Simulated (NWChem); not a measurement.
# UPW91/3-21G (density fitting with weigend coulomb fitting) run of SiH3 (silyl radical)

What is the energy difference between two shapes of SiH3 (silyl radical) at UPW91/3-21G (density fitting with weigend coulomb fitting)? 

Program for the calculation: NWChem 7.3.0.

1 further run of the same task is left out (it didn't finish).

**1. The system as given**

The species is SiH3 (4 atoms), meant as a doublet with charge 0. As SMILES, `[SiH3]`. The coordinates come from a GFN2-xTB relaxation.

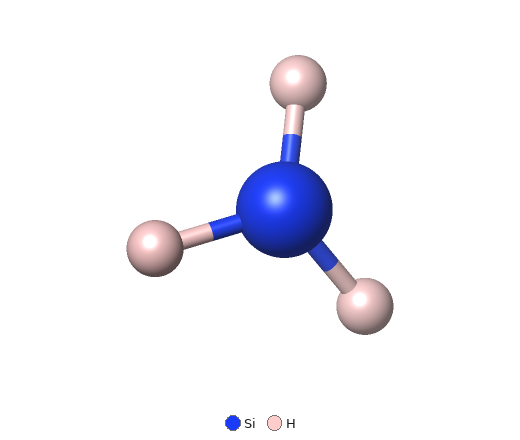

The structure, seen from a chosen angle (silicon blue, hydrogen pink).

**2. Energy and one-electron properties at UPW91/3-21G (density fitting with weigend coulomb fitting)**

h3si.nw reads:

```
start h3si
title "H3Si"
memory total 2200 mb

geometry units angstrom noautosym nocenter noautoz
   Si     0.206560    -0.018900    -0.115090
   H      0.587110     0.661780     1.105640
   H     -0.194960    -1.401590     0.043390
   H     -0.598710     0.758710    -1.033940
end

basis "ao basis" spherical bse
   * library 3-21G
end

basis "cd basis" spherical
   * library "weigend coulomb fitting"
end

dft
   xc xperdew91 perdew91
   mult 2
   grid medium
   maxiter 100
   mulliken
end

property
   dipole
   esp
end

task dft property
```

Started as:

```bash
$ nwchem h3si.nw > h3si.out
```

The program printed:

```text
[...]
          Wavefunction type:  spin polarized.
          No. of atoms     :     4
          No. of electrons :    17
[...]
          Charge           :     0
          Spin multiplicity:     2
[...]
          AO basis - number of functions:    19
[...]
              XC Information
              --------------
                 Perdew 1991   Exchange Functional  1.000
                Perdew 1991 Correlation Functional  1.000 non-local
            Perdew 1991 LDA Correlation Functional  1.000 local
[...]
 d= 0,ls=0.0,diis     1   -289.6354509883 -3.06D+02  1.28D-02  2.75D-02     0.2
[...]
 d= 0,ls=0.0,diis     7   -289.6505103125 -1.02D-08  2.07D-06  6.72D-11     0.8
[...]
         Total DFT energy =     -289.650510312546
      One electron energy =     -432.654673959077
           Coulomb energy =      148.915942019556
    Exchange-Corr. energy =      -21.904648168477
 Nuclear repulsion energy =       15.992869795452
[...]
      Total Density - Mulliken Population Analysis
     ---------------------------------------------
    Atom       Charge   Shell Charges
 -----------   ------   -------------------------------------------------------
    1 Si  14    13.80   2.00  1.97  5.85  0.77  1.65  0.60  0.95
    2 H    1     1.07   0.44  0.63
    3 H    1     1.07   0.44  0.63
    4 H    1     1.07   0.44  0.63
[...]
      <S2> =      0.7521 (Exact =     0.7500)
[...]
   Dipole moment        0.2150209742 Debye(s)
             DMX       -0.1867806658 DMXEFC        0.0000000000
             DMY        0.0171728824 DMYEFC        0.0000000000
             DMZ        0.1051289414 DMZEFC        0.0000000000
   -EFC- dipole         0.0000000000 DEBYE(S)
   Total dipole         0.2150209742 DEBYE(S)
[...]
```

Run time: 1.4 s. Hardware: 1 thread of AMD EPYC 9R45 (Zen 5), shared host; peak memory 0.11 GiB.

Atomic charges (e):

```tsv
atom	Mulliken	Löwdin
Si1	+0.200	+0.120
H2	-0.070	-0.040
H3	-0.070	-0.040
H4	-0.070	-0.040
```

**3. The distorted shape**

h3si.xyz reads:

```xyz
4

Si     0.270371    -0.041244    -0.136181
H      0.499471     0.627710     1.103888
H     -0.128371    -1.418891     0.019697
H     -0.642992     0.794370    -1.014702
```

h3si.nw reads:

```
start h3si
memory 2200 mb

geometry units angstrom noautosym nocenter noautoz
  load h3si.xyz
end

basis "ao basis" spherical bse
  Si library 3-21G
  H library 3-21G
end

basis "cd basis" spherical
  Si library "weigend coulomb fitting"
  H library "weigend coulomb fitting"
end

dft
  xc xperdew91 perdew91
  mult 2
  grid medium
  iterations 100
  mulliken
end

property
  dipole
  esp
end

task dft property
```

Started as:

```bash
$ nwchem h3si.nw > h3si.out
```

The program printed:

```text
[...]
          Wavefunction type:  spin polarized.
          No. of atoms     :     4
          No. of electrons :    17
[...]
          Charge           :     0
          Spin multiplicity:     2
[...]
          AO basis - number of functions:    19
[...]
              XC Information
              --------------
                 Perdew 1991   Exchange Functional  1.000
                Perdew 1991 Correlation Functional  1.000 non-local
            Perdew 1991 LDA Correlation Functional  1.000 local
[...]
 d= 0,ls=0.0,diis     1   -289.6354404406 -3.05D+02  1.29D-02  2.75D-02     0.2
[...]
 d= 0,ls=0.0,diis     7   -289.6506108017 -4.87D-08  6.17D-06  3.02D-09     0.8
[...]
         Total DFT energy =     -289.650610801684
      One electron energy =     -432.378172517823
           Coulomb energy =      148.768037794802
    Exchange-Corr. energy =      -21.897944554403
 Nuclear repulsion energy =       15.857468475740
[...]
      Total Density - Mulliken Population Analysis
     ---------------------------------------------
    Atom       Charge   Shell Charges
 -----------   ------   -------------------------------------------------------
    1 Si  14    13.79   2.00  1.97  5.85  0.77  1.63  0.63  0.94
    2 H    1     1.07   0.45  0.63
    3 H    1     1.07   0.44  0.63
    4 H    1     1.06   0.42  0.65
[...]
      <S2> =      0.7518 (Exact =     0.7500)
[...]
   Dipole moment        0.1759276619 Debye(s)
             DMX       -0.0710911779 DMXEFC        0.0000000000
             DMY       -0.0966702048 DMYEFC        0.0000000000
             DMZ        0.1286524704 DMZEFC        0.0000000000
   -EFC- dipole         0.0000000000 DEBYE(S)
   Total dipole         0.1759276619 DEBYE(S)
[...]
```

It took 1.4 s on 1 thread of AMD EPYC 9R45 (Zen 5), shared host; peak memory 0.11 GiB.

Atomic charges (e):

```tsv
atom	Mulliken	Löwdin
Si1	+0.210	+0.130
H2	-0.070	-0.050
H3	-0.070	-0.040
H4	-0.060	-0.040
```

**4. Summary of results**

At UPW91/3-21G (density fitting with weigend coulomb fitting):

| quantity | value |
| --- | --- |
| first shape: total energy | -289.65051 Eh |
| first shape: dipole moment | 0.22 D |
| first shape: HOMO energy (highest over α and β) | -4.99 eV |
| first shape: LUMO energy (lowest over α and β) | -3.24 eV |
| first shape: ⟨S²⟩ | 0.752 |
| distorted shape: total energy | -289.65061 Eh |
| distorted shape: dipole moment | 0.18 D |
| distorted shape: HOMO energy (highest over α and β) | -5.20 eV |
| distorted shape: LUMO energy (lowest over α and β) | -3.44 eV |
| distorted shape: ⟨S²⟩ | 0.752 |
| energy change with the atoms displaced | -0.003 eV |

In words: With the atoms displaced the energy falls by 0.00 eV (0.1 kcal/mol). The first shape isn't relaxed at this level, so the change isn't measured from a minimum. Mulliken charges (first shape) run from -0.07 on H2 to +0.20 on Si1.
